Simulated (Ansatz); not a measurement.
# Run report: GePH$_{5}$Cl$_{2}$, geometry relaxation (part 2 of 2)

Continued. System: GePH$_{5}$Cl$_{2}$. Method: RKS B3LYP/def2-SVP (Ansatz 0.2.0). It belongs to a series of runs on one base structure; here: end point A relaxed.

Geometry of the input (Å):
```
Ge 0.0233  -0.1275  0.0424
Cl -0.0405  -0.4842  2.2171
Cl 2.0227  -0.4489  -0.7316
H  -0.5119  1.2617  -0.2957
H  -0.8241  -1.2606  -0.5600
P  1.7198  2.6759  1.2711
H  2.5936  1.5608  1.4200
H  1.5040  2.4480  -0.1150
H  0.5772  1.9662  1.7275
```

### Trajectory as extended XYZ, continued
```
9
Properties=species:S:1:pos:R:3:forces:R:3 step=7 energy=-90920.27179
Ge   -0.2102   -0.5189   -0.1110   -0.0068   0.0149  -0.0173
Cl   -0.2319   -0.7146    2.0481   -0.0076  -0.0031   0.0175
Cl    1.8305   -0.7265   -0.8126    0.0048  -0.0023  -0.0027
H    -0.6998    0.8898   -0.4662    0.0023   0.0075  -0.0020
H    -1.0388   -1.6651   -0.7022   -0.0020  -0.0275  -0.0013
P     2.0346    3.0962    1.4697   -0.0053   0.0138   0.0175
H     2.8227    1.9061    1.5157    0.0120  -0.0133  -0.0016
H     1.6935    2.9008    0.0954   -0.0043   0.0067  -0.0177
H     0.8635    2.4234    1.9390    0.0068   0.0033   0.0076
9
Properties=species:S:1:pos:R:3:forces:R:3 step=8 energy=-90920.27361
Ge   -0.2444   -0.5520   -0.1456   -0.0707   0.0262  -0.0041
Cl   -0.2871   -0.5935    2.0281   -0.0150  -0.0070  -0.0804
Cl    1.8151   -0.7052   -0.8064   -0.0027   0.0002   0.0029
H    -0.8019    0.8062   -0.6109    0.0399  -0.0964   0.0385
H    -1.0036   -1.7864   -0.6642    0.0418   0.0664   0.0436
P     2.0997    3.0987    1.5402    0.0446  -0.1186  -0.1349
H     2.8655    1.8870    1.4498   -0.0854   0.1232   0.0002
H     1.6819    3.0225    0.1667    0.0360   0.0059   0.1426
H     0.9390    2.4140    2.0183    0.0114   0.0002  -0.0084
9
Properties=species:S:1:pos:R:3:forces:R:3 step=9 energy=-90920.27524
Ge   -0.2450   -0.5623   -0.1470   -0.0618   0.0181   0.0009
Cl   -0.3024   -0.6302    2.0227    0.0097   0.0021  -0.0272
Cl    1.8131   -0.7228   -0.8111   -0.0077  -0.0020   0.0130
H    -0.7900    0.8040   -0.5924    0.0247  -0.0518   0.0095
H    -1.0169   -1.7826   -0.6721    0.0319   0.0310   0.0050
P     2.1046    3.1166    1.5360    0.0125  -0.0590  -0.0583
H     2.8683    1.9080    1.4558   -0.0302   0.0496  -0.0024
H     1.6885    3.0271    0.1672    0.0148   0.0106   0.0580
H     0.9441    2.4335    2.0167    0.0060   0.0013   0.0016
9
Properties=species:S:1:pos:R:3:forces:R:3 step=10 energy=-90920.27747
Ge   -0.2514   -0.5712   -0.1459    0.0505  -0.0203   0.0059
Cl   -0.3362   -0.6230    2.0213   -0.0123   0.0031  -0.0028
Cl    1.8212   -0.7422   -0.7663   -0.0213   0.0029   0.0057
H    -0.7823    0.7874   -0.6138   -0.0101   0.0258  -0.0067
H    -1.0079   -1.7932   -0.6796   -0.0082  -0.0134  -0.0009
P     2.1270    3.1066    1.5524    0.0111   0.0219   0.0181
H     2.8602    1.8934    1.3769    0.0000  -0.0115  -0.0136
H     1.6657    3.1115    0.1990   -0.0060  -0.0001  -0.0085
H     0.9679    2.4219    2.0319   -0.0039  -0.0084   0.0028
9
Properties=species:S:1:pos:R:3:forces:R:3 step=11 energy=-90920.27254 accepted=F
Ge   -0.2525   -0.5917   -0.1496    0.0852  -0.0291   0.0447
Cl   -0.4291   -0.5790    2.0148    0.0179  -0.0008  -0.0334
Cl    1.8439   -0.7689   -0.6988   -0.0846   0.0061   0.0355
H    -0.7791    0.7462   -0.6717   -0.0060   0.0611  -0.0316
H    -0.9831   -1.8324   -0.6710   -0.0119  -0.0420  -0.0163
P     2.1788    3.0832    1.5953    0.0701  -0.2333  -0.4607
H     2.8453    1.8551    1.2100   -0.2048   0.3367   0.0849
H     1.6158    3.2861    0.2723    0.1540  -0.0756   0.3825
H     1.0241    2.3927    2.0745   -0.0199  -0.0232  -0.0058
9
Properties=species:S:1:pos:R:3:forces:R:3 step=12 energy=-90920.27855
Ge   -0.2411   -0.5798   -0.1471   -0.1599   0.0480   0.0124
Cl   -0.3873   -0.6051    2.0173    0.0280  -0.0052   0.0182
Cl    1.8311   -0.7573   -0.7383    0.0974  -0.0161  -0.0048
H    -0.7645    0.7817   -0.6287    0.0158  -0.0488  -0.0126
H    -0.9969   -1.8080   -0.6734    0.0183   0.0197  -0.0129
P     2.1480    3.0960    1.5665   -0.0103  -0.0332  -0.0204
H     2.8467    1.8785    1.2948   -0.0034   0.0149   0.0002
H     1.6348    3.1798    0.2329    0.0018   0.0132   0.0175
H     0.9934    2.4054    2.0519    0.0125   0.0075   0.0023
9
Properties=species:S:1:pos:R:3:forces:R:3 step=13 energy=-90920.28043
Ge   -0.2528   -0.5889   -0.1460   -0.0123   0.0043   0.0120
Cl   -0.4139   -0.6087    2.0171   -0.0257   0.0139   0.0013
Cl    1.8362   -0.7869   -0.6789    0.0730  -0.0070  -0.0271
H    -0.7516    0.7674   -0.6602   -0.0113  -0.0074   0.0133
H    -0.9933   -1.8166   -0.6888   -0.0221  -0.0055  -0.0001
P     2.1733    3.0909    1.5805    0.0047  -0.1112  -0.1576
H     2.8361    1.8729    1.2082   -0.0644   0.1157   0.0315
H     1.6062    3.2647    0.2713    0.0485  -0.0048   0.1245
H     1.0240    2.3965    2.0725    0.0096   0.0019   0.0023
9
Properties=species:S:1:pos:R:3:forces:R:3 step=14 energy=-90920.28175
Ge   -0.2464   -0.5936   -0.1446   -0.0128   0.0222  -0.0004
Cl   -0.4298   -0.5949    2.0171   -0.0020  -0.0078  -0.0042
Cl    1.8460   -0.7981   -0.6746    0.0147  -0.0045   0.0018
H    -0.7462    0.7610   -0.6600    0.0060   0.0084  -0.0078
H    -0.9935   -1.8159   -0.6909   -0.0046  -0.0208   0.0100
P     2.1780    3.0847    1.5827    0.0097  -0.0805  -0.1306
H     2.8291    1.8707    1.1817   -0.0583   0.0979   0.0231
H     1.5955    3.2879    0.2854    0.0424  -0.0142   0.1108
H     1.0315    2.3895    2.0792    0.0050  -0.0008  -0.0027
9
Properties=species:S:1:pos:R:3:forces:R:3 step=15 energy=-90920.28452
Ge   -0.2431   -0.5988   -0.1488    0.0000  -0.0019   0.0006
Cl   -0.4510   -0.5728    2.0105   -0.0020   0.0018  -0.0013
Cl    1.8542   -0.8317   -0.6515    0.0017  -0.0015   0.0033
H    -0.7217    0.7537   -0.6902    0.0021  -0.0005  -0.0041
H    -0.9943   -1.8257   -0.6812   -0.0010  -0.0006   0.0014
P     2.1968    3.0721    1.5898   -0.0001   0.0010   0.0010
H     2.8001    1.8691    1.1095   -0.0022  -0.0025  -0.0079
H     1.5670    3.3457    0.3346   -0.0019   0.0065   0.0048
H     1.0563    2.3797    2.1032    0.0035  -0.0022   0.0023
9
Properties=species:S:1:pos:R:3:forces:R:3 step=16 energy=-90920.28369 accepted=F
Ge   -0.2368   -0.6179   -0.1556    0.0377   0.0228   0.0036
Cl   -0.5037   -0.5180    1.9975   -0.0013  -0.0025  -0.0430
Cl    1.8719   -0.9102   -0.5904   -0.0462   0.0031   0.0128
H    -0.6670    0.7285   -0.7564    0.0061  -0.0380   0.0170
H    -0.9970   -1.8469   -0.6719    0.0023   0.0114   0.0095
P     2.2410    3.0449    1.6076   -0.0456  -0.1080  -0.3487
H     2.7372    1.8672    0.9370   -0.1182   0.2214   0.1261
H     1.5008    3.4903    0.4481    0.1500  -0.0976   0.2395
H     1.1179    2.3533    2.1599    0.0151  -0.0126  -0.0168
9
Properties=species:S:1:pos:R:3:forces:R:3 step=17 energy=-90920.28631
Ge   -0.2396   -0.6082   -0.1527    0.0019   0.0017   0.0064
Cl   -0.4790   -0.5487    2.0031   -0.0009   0.0045  -0.0050
Cl    1.8636   -0.8692   -0.6196   -0.0109  -0.0004   0.0026
H    -0.6973    0.7405   -0.7224    0.0067  -0.0075  -0.0004
H    -0.9962   -1.8359   -0.6753    0.0031  -0.0011  -0.0039
P     2.2196    3.0610    1.6003   -0.0107  -0.0577  -0.0932
H     2.7686    1.8696    1.0245   -0.0196   0.0620   0.0233
H     1.5365    3.4179    0.3908    0.0305  -0.0060   0.0622
H     1.0879    2.3643    2.1271   -0.0002   0.0045   0.0080
9
Properties=species:S:1:pos:R:3:forces:R:3 step=18 energy=-90920.28672
Ge   -0.2382   -0.6196   -0.1552    0.0237   0.0177  -0.0059
Cl   -0.5033   -0.5183    1.9972   -0.0022  -0.0056  -0.0302
Cl    1.8686   -0.9096   -0.5936   -0.0236   0.0025   0.0114
H    -0.6716    0.7252   -0.7550    0.0035  -0.0237   0.0107
H    -0.9965   -1.8489   -0.6731   -0.0027   0.0064   0.0140
P     2.2416    3.0462    1.6078   -0.0282  -0.0576  -0.1956
H     2.7382    1.8736    0.9420   -0.0710   0.1238   0.0692
H     1.5087    3.4893    0.4512    0.0863  -0.0533   0.1356
H     1.1167    2.3533    2.1546    0.0141  -0.0102  -0.0092
9
Properties=species:S:1:pos:R:3:forces:R:3 step=19 energy=-90920.28804
Ge   -0.2356   -0.6219   -0.1578   -0.0108   0.0085   0.0112
Cl   -0.5110   -0.5219    1.9926    0.0094   0.0016  -0.0077
Cl    1.8718   -0.9115   -0.5909   -0.0253   0.0016   0.0081
H    -0.6725    0.7221   -0.7553    0.0131  -0.0149  -0.0038
H    -0.9994   -1.8506   -0.6685    0.0128   0.0018  -0.0080
P     2.2458    3.0471    1.6076   -0.0155  -0.0339  -0.0849
H     2.7303    1.8788    0.9354   -0.0197   0.0517   0.0258
H     1.5133    3.4969    0.4597    0.0326  -0.0164   0.0583
H     1.1215    2.3524    2.1530    0.0035   0.0002   0.0011
9
Properties=species:S:1:pos:R:3:forces:R:3 step=20 energy=-90920.28892
Ge   -0.2386   -0.6255   -0.1585   -0.0012   0.0003   0.0003
Cl   -0.5250   -0.5067    1.9887   -0.0024   0.0008  -0.0001
Cl    1.8707   -0.9206   -0.5721    0.0006  -0.0016   0.0009
H    -0.6665    0.7127   -0.7733    0.0006  -0.0013  -0.0021
H    -0.9960   -1.8582   -0.6682    0.0011  -0.0003   0.0005
P     2.2554    3.0416    1.6077    0.0007  -0.0010   0.0001
H     2.7213    1.8899    0.9011    0.0003   0.0013  -0.0043
H     1.5020    3.5198    0.4893   -0.0011   0.0023   0.0030
H     1.1409    2.3383    2.1613    0.0012  -0.0005   0.0017
9
Properties=species:S:1:pos:R:3:forces:R:3 step=21 energy=-90920.28947
Ge   -0.2404   -0.6379   -0.1625   -0.0188  -0.0050  -0.0076
Cl   -0.5780   -0.4749    1.9747    0.0119   0.0025  -0.0046
Cl    1.8741   -0.9519   -0.5316    0.0061   0.0038   0.0110
H    -0.6506    0.6879   -0.8150    0.0034   0.0018   0.0012
H    -0.9913   -1.8782   -0.6626   -0.0033  -0.0034  -0.0007
P     2.2836    3.0331    1.6100   -0.0196  -0.0084  -0.0802
H     2.7013    1.9206    0.8098   -0.0336   0.0497   0.0378
H     1.4700    3.5851    0.5651    0.0432  -0.0382   0.0594
H     1.1954    2.3075    2.1879    0.0107  -0.0028  -0.0163
9
Properties=species:S:1:pos:R:3:forces:R:3 step=22 energy=-90920.28973
Ge   -0.2470   -0.6455   -0.1687    0.0196   0.0156   0.0259
Cl   -0.5807   -0.4631    1.9676   -0.0194  -0.0042  -0.0045
Cl    1.8730   -0.9571   -0.5079    0.0020  -0.0066  -0.0192
H    -0.6507    0.6773   -0.8308   -0.0037  -0.0022  -0.0066
H    -0.9958   -1.8887   -0.6647    0.0002  -0.0037   0.0032
P     2.2939    3.0322    1.6121   -0.0166  -0.0113  -0.0503
H     2.6929    1.9345    0.7847   -0.0157   0.0312   0.0249
H     1.4656    3.6046    0.5923    0.0258  -0.0203   0.0342
H     1.2130    2.2970    2.1914    0.0078   0.0015  -0.0077
9
Properties=species:S:1:pos:R:3:forces:R:3 step=23 energy=-90920.29004
Ge   -0.2470   -0.6467   -0.1663    0.0080   0.0000  -0.0021
Cl   -0.5914   -0.4616    1.9680   -0.0041  -0.0003  -0.0081
Cl    1.8715   -0.9619   -0.5114    0.0086  -0.0005  -0.0002
H    -0.6488    0.6731   -0.8354   -0.0064   0.0031   0.0024
H    -0.9927   -1.8918   -0.6624   -0.0069  -0.0019   0.0070
P     2.2974    3.0330    1.6130   -0.0072  -0.0068  -0.0089
H     2.6905    1.9410    0.7781   -0.0003   0.0065   0.0035
H     1.4665    3.6117    0.6018    0.0049  -0.0022   0.0059
H     1.2182    2.2945    2.1904    0.0033   0.0021   0.0005
```

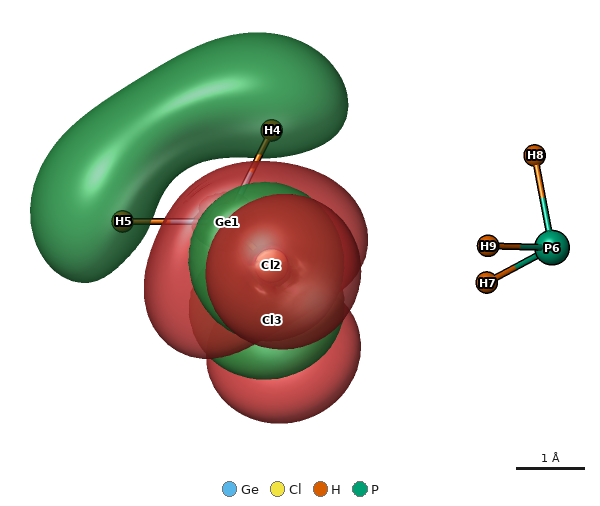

Figure 1. One frontier orbital at ±0.06 Å⁻³ᐟ² (green and red are the two phases), seen from the side. The LUMO, at −0.99 eV. It lies mainly on Ge1 (40 %), Cl2 (20 %) and Cl3 (20 %).

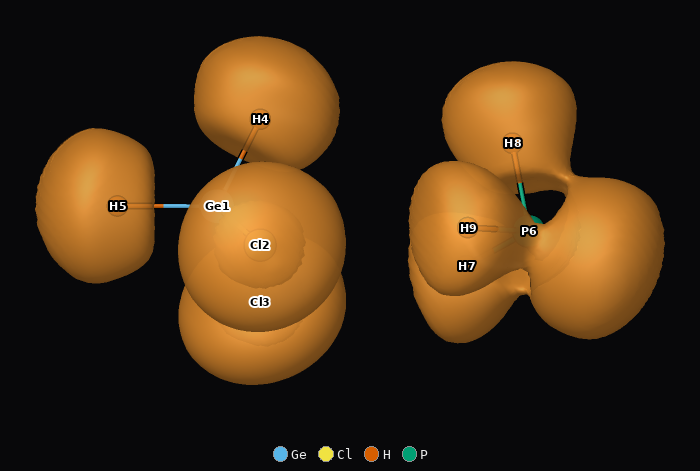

Figure 2. Isosurface of the electron localisation function at 0.75 (orange), seen from the side. Only the valence region is drawn (cores and ρ < 0.01 e/Å³ removed). Profiles from the grid: Cl3···H7 (3.28 Å): the ELF is only about 0 between them (a non-bonded, intermolecular contact). Ge–Cl (2.17 Å): the ELF peaks at about 0.85 in the valence shell of Cl, 0.8 Å from its nucleus, and is about 0.65 at the midpoint.

### Key numbers

- outcome: converged
- total energy: −90920.2903 eV
- mean-field energy: −90920.2903 eV
- largest force (length of the vector) at the end: 0.013 eV/Å
- hardware: 4 threads of Arm Neoverse V2, 24 GiB of memory available, shared host
- wall time: 42 s (CPU time 2.5 min)
- peak memory: 0.28 GiB
